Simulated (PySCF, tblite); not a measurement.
# C6H10BClO: geometry, infrared bands and NMR shifts

What infrared bands and NMR shifts should C6H10BClO (`C[C@H]1BOC(Cl)=CCC1`) show?

Computed with tblite 0.8.0 and PySCF 2.14.0, with density-fitted response routines of our own, on a single molecule in the gas phase. Atoms count from 0, in the outputs and in this text.

## Step 1: The molecule as given

19 atoms, charge 0, multiplicity 1; geometry from: force field or distance geometry start.

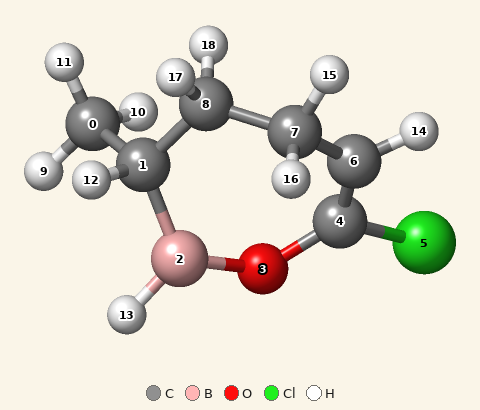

The starting geometry (carbon grey, boron pink, oxygen red, chlorine green, hydrogen white), atoms numbered.

## Step 2: Optimising the geometry with GFN2-xTB

What the job is given:

```
{"job": {"kind": "relax", "xc": "GFN2-xTB", "basis": "xTB"}, "charge": 0, "multiplicity": 1}
C      2.105000     0.343500    -0.670000
C      1.116100    -0.003000     0.451900
B      0.355400     1.297900     0.955300
O     -0.828500     1.869800     0.190900
C     -1.872500     1.142500    -0.383600
Cl    -3.069400     2.063400    -1.300500
C     -2.017100    -0.167400    -0.315800
C     -1.162200    -1.148200     0.381500
C      0.275900    -1.162000     0.123500
H      2.741700     1.140800    -0.293900
H      1.542500     0.719300    -1.560300
H      2.660500    -0.559900    -0.926400
H      1.766600    -0.283000     1.332600
H      1.008100     2.085200     1.557700
H     -2.902000    -0.543200    -0.838400
H     -1.577400    -2.161200     0.081000
H     -1.326900    -1.172000     1.499500
H      0.704300    -2.055500     0.664700
H      0.470200    -1.397700    -0.957300
```

On the command line:

```console
OMP_NUM_THREADS=1 python probes_run.py task.json out
```

This one command runs all jobs of the session in turn.

The log of the run:

```text
step      E/eV     max force
  0    -755.97292    3.822
  1    -756.55589    2.466
  2    -756.77138    0.980
  3    -756.87267    1.190
  4    -756.97874    0.668
  5    -757.02391    0.483
  6    -757.05808    0.526
  7    -757.08524    0.524
  8    -757.10674    0.363
  9    -757.11858    0.212
 10    -757.12562    0.192
 11    -757.13163    0.228
 12    -757.13781    0.222
 13    -757.14328    0.167
 14    -757.14779    0.148
 15    -757.15253    0.177
 16    -757.15904    0.200
 17    -757.16715    0.241
 18    -757.17436    0.187
 19    -757.17935    0.137
 20    -757.18325    0.121
 21    -757.18711    0.168
 22    -757.19067    0.150
 23    -757.19335    0.123
 24    -757.19552    0.119
 25    -757.19787    0.131
 26    -757.20036    0.141
 27    -757.20241    0.131
 28    -757.20400    0.099
 29    -757.20558    0.102
 30    -757.20738    0.137
 31    -757.20913    0.113
 32    -757.21054    0.086
 33    -757.21174    0.091
 34    -757.21299    0.099
 35    -757.21420    0.099
 36    -757.21515    0.082
 37    -757.21594    0.076
 38    -757.21684    0.075
 39    -757.21807    0.113
 40    -757.21932    0.100
 41    -757.22015    0.061
 42    -757.22058    0.054
 43    -757.22089    0.039
 44    -757.22122    0.044
 45    -757.22154    0.042
 46    -757.22180    0.041
 47    -757.22205    0.047
 48    -757.22232    0.040
 49    -757.22262    0.044
 50    -757.22292    0.041
 51    -757.22323    0.043
 52    -757.22363    0.063
 53    -757.22421    0.062
 54    -757.22497    0.075
 55    -757.22575    0.059
 56    -757.22648    0.074
 57    -757.22714    0.082
 58    -757.22801    0.082
 59    -757.22896    0.077
 60    -757.22981    0.062
 61    -757.23048    0.047
 62    -757.23123    0.069
 63    -757.23225    0.104
 64    -757.23363    0.112
 65    -757.23512    0.107
 66    -757.23644    0.073
 67    -757.23744    0.080
 68    -757.23849    0.072
 69    -757.23989    0.088
 70    -757.24150    0.091
 71    -757.24285    0.091
 72    -757.24432    0.100
 73    -757.24601    0.118
 74    -757.24844    0.154
 75    -757.25110    0.185
 76    -757.25386    0.106
 77    -757.25574    0.107
 78    -757.25757    0.111
 79    -757.25908    0.081
 80    -757.26027    0.054
 81    -757.26062    0.042
 82    -757.26082    0.041
 83    -757.26103    0.034
 84    -757.26137    0.033
 85    -757.26161    0.035
 86    -757.26180    0.037
 87    -757.26199    0.036
 88    -757.26224    0.030
 89    -757.26254    0.037
 90    -757.26284    0.040
 91    -757.26320    0.046
 92    -757.26370    0.047
 93    -757.26434    0.044
 94    -757.26503    0.055
 95    -757.26556    0.040
 96    -757.26593    0.070
 97    -757.26627    0.044
 98    -757.26668    0.030
 99    -757.26701    0.025
100    -757.26709    0.024
101    -757.26719    0.021
102    -757.26726    0.021
103    -757.26736    0.020
104    -757.26746    0.021
105    -757.26755    0.023
106    -757.26766    0.026
107    -757.26780    0.026
108    -757.26795    0.029
109    -757.26808    0.024
110    -757.26816    0.019
111    -757.26821    0.022
112    -757.26826    0.018
113    -757.26830    0.011
114    -757.26833    0.009
```

Wall time 1.6 s (1 thread of Arm Neoverse N1, shared host); peak memory 0.18 GiB.

Relaxation path: (not every step is listed)

```
step  energy from step 0 (eV)  largest force (eV/Å)
   0                   0.0000                3.8221
   1                  -0.5830                2.4658
   2                  -0.7985                0.9801
   3                  -0.8997                1.1899
   4                  -1.0058                0.6684
   5                  -1.0510                0.4833
   6                  -1.0852                0.5257
   7                  -1.1123                0.5237
   8                  -1.1338                0.3627
  18                  -1.2014                0.1866
  28                  -1.2311                0.0993
  38                  -1.2439                0.0754
  48                  -1.2494                0.0400
  58                  -1.2551                0.0823
  68                  -1.2656                0.0723
  78                  -1.2846                0.1113
  88                  -1.2893                0.0302
  98                  -1.2938                0.0296
 108                  -1.2950                0.0291
 109                  -1.2952                0.0236
 110                  -1.2952                0.0190
 111                  -1.2953                0.0224
 112                  -1.2953                0.0182
 113                  -1.2954                0.0110
 114                  -1.2954                0.0085
```

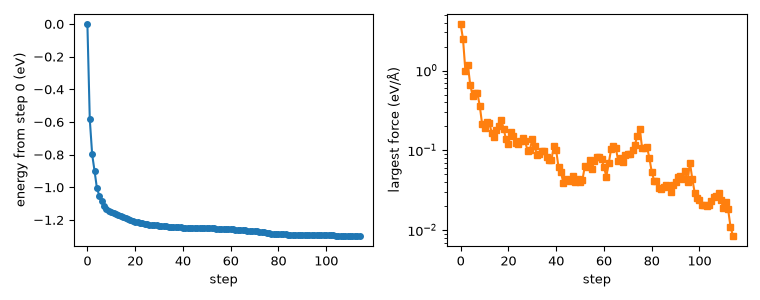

Energy and force, step by step.

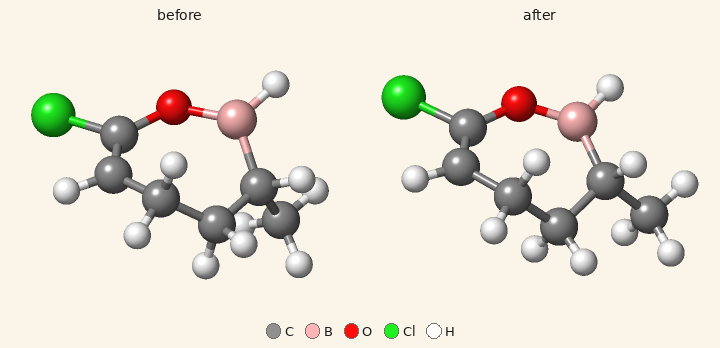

Before and after, at one scale.

Distances of close pairs at the start and the end, largest changes first:

| bond | before (Å) | after (Å) | change (Å) |
| --- | --- | --- | --- |
| B2–O3 | 1.521 | 1.335 | -0.186 |
| C7–C8 | 1.461 | 1.534 | +0.072 |
| C1–C8 | 1.469 | 1.534 | +0.065 |
| O3–C4 | 1.396 | 1.341 | -0.055 |
| C7–H15 | 1.135 | 1.091 | -0.045 |
| C7–H16 | 1.130 | 1.094 | -0.036 |
| C8–H17 | 1.129 | 1.094 | -0.036 |
| C1–H12 | 1.130 | 1.099 | -0.031 |

The next job starts from the end point, and lists it.

## Step 3: Infrared spectrum with GFN2-xTB

What the job is given:

```
{"job": {"kind": "ir", "xc": "GFN2-xTB", "basis": "xTB"}, "charge": 0, "multiplicity": 1}
C      2.385961     0.200530    -0.354210
C      1.039197     0.076359     0.375137
B      0.307733     1.495058     0.469291
O     -0.965238     1.783501     0.188040
C     -1.996116     1.026839    -0.216718
Cl    -3.258250     2.028040    -0.882893
C     -2.171202    -0.285647    -0.129206
C     -1.147732    -1.241064     0.407635
C      0.225455    -1.062672    -0.251492
H      3.011844     0.949084     0.123726
H      2.230740     0.495204    -1.389596
H      2.915361    -0.750411    -0.346027
H      1.273641    -0.220213     1.406854
H      0.915835     2.435612     0.825905
H     -3.102573    -0.694693    -0.486001
H     -1.507203    -2.256542     0.237411
H     -1.043602    -1.101413     1.487939
H      0.788135    -1.995368    -0.154998
H      0.088212    -0.872953    -1.318259
```

The log of the run:

```text
mode    cm-1     km/mol
  1      36.0      0.24
  2     152.2      0.15
  3     177.7      0.11
  4     219.7      1.22
  5     228.6      0.50
  6     240.1      0.16
  7     291.9      0.05
  8     322.4      1.09
  9     372.2      0.14
 10     416.1      3.59
 11     500.1      2.31
 12     561.7      2.93
 13     583.1      9.98
 14     707.4     18.46
 15     753.8     32.74
 16     797.8     27.29
 17     808.2     56.89
 18     890.0      2.19
 19     920.6     18.09
 20     951.9     22.16
 21     972.0      4.53
 22    1008.5     12.36
 23    1032.8     11.82
 24    1089.7     10.31
 25    1099.1      7.47
 26    1125.4      7.75
 27    1145.9     41.87
 28    1189.6      1.67
 29    1216.5     14.91
 30    1266.8     49.67
 31    1275.9     22.74
 32    1305.3    133.05
 33    1327.0     28.26
 34    1331.7    168.48
 35    1348.7    125.04
 36    1411.8      3.25
 37    1467.7      2.06
 38    1495.5      1.33
 39    1504.2      4.14
 40    1508.4      2.16
 41    1696.1     51.43
 42    2597.9    146.20
 43    2893.4     38.80
 44    2943.6     18.57
 45    2951.6     55.30
 46    2981.8     42.88
 47    2996.3     39.65
 48    3018.1     47.73
 49    3033.5     40.09
 50    3047.4     34.71
 51    3104.5     19.16
```

Wall time 1.3 s (1 thread of Arm Neoverse N1, shared host); peak memory 0.18 GiB.

Which atoms move in the most intense modes:

| cm⁻¹ | km/mol | atoms |
| --- | --- | --- |
| 808 | 56.9 | B2 24 %, H13 13 %, C4 12 %, O3 12 % |
| 1267 | 49.7 | H14 37 %, H12 16 %, B2 13 % |
| 1305 | 133.1 | H12 25 %, H17 19 %, O3 13 %, C1 11 % |
| 1332 | 168.5 | H15 18 %, B2 18 %, H12 14 %, O3 14 % |
| 1349 | 125.0 | H17 28 %, C8 19 %, H18 17 % |
| 1696 | 51.4 | C4 50 %, C6 46 % |
| 2598 | 146.2 | H13 92 % |
| 2952 | 55.3 | H17 83 % |

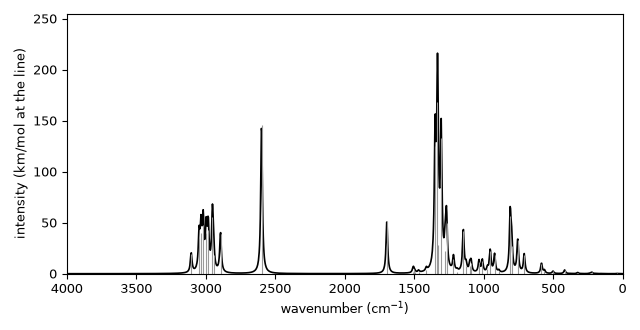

The infrared spectrum from these modes, unscaled. Lines are broadened to a width of 14 cm⁻¹ (Lorentzian).

## Step 4: NMR shieldings: PBE0/pcSseg-1

Settings changed since step 3:

```diff
@@ -1,2 +1,2 @@
-{"job": {"kind": "ir", "xc": "GFN2-xTB", "basis": "xTB"}, "charge": 0, "multiplicity": 1}
+{"job": {"kind": "nmr", "xc": "PBE0", "basis": "pcSseg-1"}, "charge": 0, "multiplicity": 1}
 C      2.385961     0.200530    -0.354210
```

Level: GIAO PBE0/pcSseg-1 NMR shielding, non-relativistic, gas phase.

The log of the run:

```text
coarse grid: 16512 points
cycle   1  E = -794.1850322142  dE =  1.313e+00  |g| = 6.461e-01  |ddm| = 3.932e+00
cycle   2  E = -794.1191643310  dE =  6.587e-02  |g| = 8.809e-01  |ddm| = 1.076e+00
cycle   3  E = -794.2735675674  dE = -1.544e-01  |g| = 8.277e-02  |ddm| = 6.353e-01
cycle   4  E = -794.2748000609  dE = -1.232e-03  |g| = 4.511e-02  |ddm| = 1.151e-01
cycle   5  E = -794.2752570739  dE = -4.570e-04  |g| = 1.441e-02  |ddm| = 4.772e-02
cycle   6  E = -794.2752947935  dE = -3.772e-05  |g| = 5.020e-03  |ddm| = 1.393e-02
cycle   7  E = -794.2753001576  dE = -5.364e-06  |g| = 1.019e-03  |ddm| = 4.840e-03
final grid: 155136 points
cycle   8  E = -794.3389794089  dE = -5.734e-05  |g| = 1.185e-02  |ddm| = 3.656e-02
cycle   9  E = -794.3389493227  dE =  3.009e-05  |g| = 1.704e-02  |ddm| = 2.165e-02
cycle  10  E = -794.3390090797  dE = -5.976e-05  |g| = 2.162e-03  |ddm| = 1.331e-02
cycle  11  E = -794.3390100465  dE = -9.668e-07  |g| = 5.565e-04  |ddm| = 2.286e-03
cycle  12  E = -794.3390101115  dE = -6.500e-08  |g| = 1.522e-04  |ddm| = 5.679e-04
cycle  13  E = -794.3390101162  dE = -4.714e-09  |g| = 4.961e-05  |ddm| = 1.459e-04
cycle  14  E = -794.3390101168  dE = -5.571e-10  |g| = 1.074e-05  |ddm| = 4.893e-05
converged SCF energy = -794.3390101168

GIAO shielding tensors (ppm)
atom      isotropic    diamagn.    paramagn.     s11        s22        s33       span
  0 C      169.331     245.607     -76.275    155.219    165.719    187.056     31.837
  1 C      150.130     252.615    -102.485    128.360    159.972    162.058     33.698
  2 B       51.283     192.627    -141.344     -7.904     63.884     97.868    105.772
  3 O       75.300     389.887    -314.587    -62.172     31.060    257.013    319.185
  4 C       34.142     244.360    -210.218    -55.228     63.460     94.193    149.421
  5 Cl     653.198    1144.383    -491.186    399.110    520.282   1040.200    641.090
  6 C       67.938     256.073    -188.135    -25.472     92.579    136.706    162.178
  7 C      156.841     248.257     -91.416    147.292    154.111    169.119     21.827
  8 C      149.312     248.888     -99.576    138.370    141.003    168.563     30.193
  9 H       30.180      28.858       1.322     25.759     27.516     37.266     11.507
 10 H       30.945      29.925       1.020     26.646     29.585     36.604      9.958
 11 H       30.526      29.327       1.199     26.361     28.556     36.660     10.300
 12 H       30.356      33.045      -2.689     25.871     30.569     34.628      8.756
 13 H       26.543      30.253      -3.710     24.359     25.586     29.685      5.326
 14 H       25.997      30.447      -4.450     21.875     25.658     30.457      8.582
 15 H       29.511      30.355      -0.845     24.005     28.505     36.021     12.017
 16 H       29.571      31.150      -1.578     26.261     28.231     34.221      7.961
 17 H       29.970      32.675      -2.705     24.303     29.934     35.672     11.369
 18 H       30.358      33.034      -2.676     27.183     30.433     33.459      6.276
```

It took 72 s on 1 thread of Arm Neoverse N1, shared host; peak memory 0.87 GiB.

Shifts follow as δ = σ(reference) − σ, with reference shieldings (ppm) from runs at the same level and on the same kind of geometry: 1H TMS 31.72, 13C TMS 186.9, 17O H2O 336.1, 11B BF3·OEt2 100.1, 35Cl HCl 950. The references are single molecules in the gas phase, so shifts against H2O, NH3, PH3, H3PO4 or CFCl3 are not on the usual liquid scales and can be off by tens of ppm. Atoms listed in one row are averaged.

| atoms | environment | σ (ppm) | δ (ppm) | δ scaled to CDCl3 |
| --- | --- | --- | --- | --- |
| C4 | alkene carbon bearing oxygen | 34.1 | 152.8 | 147.2 |
| C6 | β carbon of an enol-ether or enamine type C=C | 67.9 | 119.0 | 114.2 |
| C8 | sp3 CH2 in a ring | 149.3 | 37.6 | 34.8 |
| C1 | sp3 CH bonded to B | 150.1 | 36.8 | 34.0 |
| C7 | allylic sp3 CH2 | 156.8 | 30.1 | 27.4 |
| C0 | methyl carbon | 169.3 | 17.6 | 15.3 |
| H14 | hydrogen on a β carbon of an enol-ether or enamine type C=C | 26.00 | 5.72 | 5.50 |
| H13 | hydrogen on a boron bonded to C, O, in a 7-membered ring | 26.54 | 5.17 | – |
| H15 | hydrogen on an allylic sp3 CH2 | 29.51 | 2.21 | 2.19 |
| H16 | hydrogen on an allylic sp3 CH2 | 29.57 | 2.15 | 2.13 |
| H17 | hydrogen on an sp3 CH2 in a ring | 29.97 | 1.75 | 1.75 |
| H12 | hydrogen on an sp3 CH bonded to B | 30.36 | 1.36 | 1.39 |
| H18 | hydrogen on an sp3 CH2 in a ring | 30.36 | 1.36 | 1.39 |
| H9, H10, H11 | hydrogen on a methyl carbon | 30.55 | 1.17 | 1.21 |
| B2 | boron bonded to C, O, H, in a 7-membered ring | 51.3 | 48.8 | – |
| O3 | oxygen bonded to C, B, in a 7-membered ring | 75.3 | 260.8 | – |
| Cl5 | chlorine bonded to C | 653 | 297 | – |

The scaled column applies a straight-line fit of computed shieldings to shifts measured in CDCl3, with any fitted terms for Cl, Br or S neighbours (root-mean-square error 0.16 ppm for H, 1.9 ppm for C).

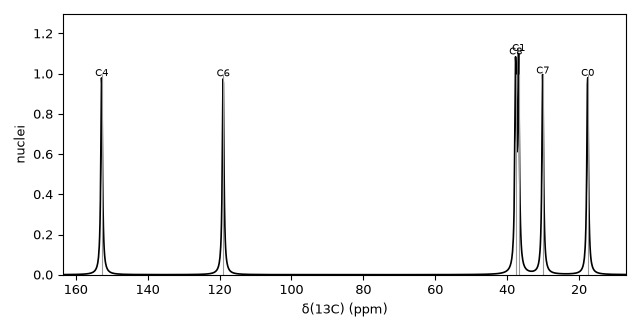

13C lines at the computed shifts, without couplings. Lines are broadened to a width of 0.54 ppm (Lorentzian).

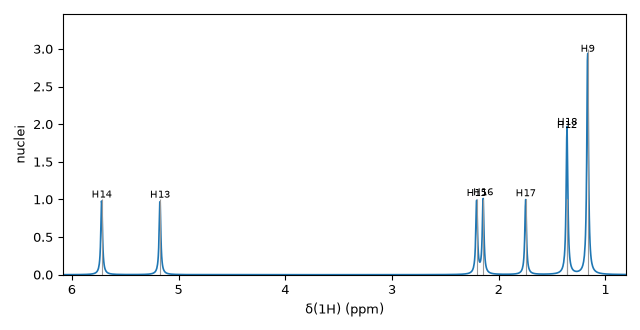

1H lines at the computed shifts, without couplings. Lines are broadened to a width of 0.02 ppm (Lorentzian).

Charges from the same density, by scheme (e):

```
atoms  Mulliken    IAO  Hirshfeld  ESP fit
   C0     -0.22  -0.40      -0.11    -0.56
   C1     -0.55  -0.26      -0.09     0.41
   B2      0.48   0.27       0.20     0.38
   O3     -0.43  -0.30      -0.13    -0.24
   C4      0.20   0.17       0.09     0.05
  Cl5     -0.10  -0.03      -0.05    -0.08
   C6     -0.13  -0.21      -0.07    -0.19
   C7     -0.16  -0.27      -0.07    -0.05
   C8     -0.18  -0.25      -0.07    -0.08
```

IAO charges:

C0 -0.40; C1 -0.26; B2 0.27; O3 -0.30; C4 0.17; Cl5 -0.03; C6 -0.21; C7 -0.27; C8 -0.25; H9 0.14; H10 0.13; H11 0.14; H12 0.15; H13 0.00; H14 0.17; H15 0.15; H16 0.14; H17 0.13; H18 0.13

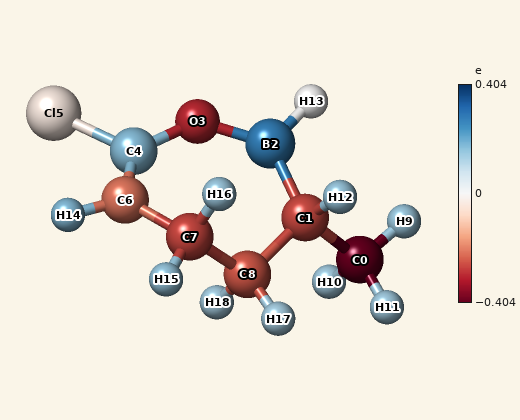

IAO charges, as colours on the atoms.

Mayer bond orders: C0–C1 1.05, C1–B2 0.92, B2–O3 1.19, O3–C4 0.97, C4–Cl5 1.04, C4–C6 1.75, C6–C7 1.05, C7–C8 1.03, C8–C1 1.01.

Ring of atoms C1, B2, O3, C4, C6, C7, C8: NICS(0) 1.1, NICS(1) -0.7, NICS(1)zz 4.5 ppm (means of both faces).

## Step 5: Summary of results

| quantity | value |
| --- | --- |
| strongest single infrared mode (GFN2-xTB) | 1332 cm⁻¹, 168 km/mol |
| zero-point energy (GFN2-xTB) | 94.8 kcal/mol |
| 13C shifts against TMS (PBE0/pcSseg-1) | 152.8, 119.0, 37.6, 36.8, 30.1, 17.6 ppm |
| 1H shifts against TMS (PBE0/pcSseg-1, means over atoms taken as alike) | 5.72, 5.17, 2.21, 2.15, 1.75, 1.36, 1.36, 1.17 ppm |
| 11B shifts against BF3·OEt2 (PBE0/pcSseg-1) | 48.8 ppm |
| 17O shifts against H2O (PBE0/pcSseg-1) | 260.8 ppm |
| 35Cl shifts against HCl (PBE0/pcSseg-1) | 297 ppm |

Relaxing lowered the energy by 1.295 eV in 114 steps; the close pair that moved most is B2–O3, from 1.521 to 1.335 Å. No mode is imaginary among the 51: a minimum at this level. The strongest single mode, at 1332 cm⁻¹, has its largest shares on H15, B2, H12 and O3 (the list is cut at 4 atoms). GFN2-xTB is a fitted tight-binding method: band positions and strengths are rough. Its intensities can rank the bands wrongly. The most deshielded carbon is C4 (alkene carbon bearing oxygen), at 152.8 ppm: an sp2 carbon further deshielded by the attached heteroatom. H14 (hydrogen on a β carbon of an enol-ether or enamine type C=C) lies farthest downfield among hydrogen, at 5.72 ppm; attached to an sp2 carbon and in the plane of the double bond. At PBE0/pcSseg-1: The largest span, 641 ppm, is at Cl5, where the paramagnetic term is -491 ppm.
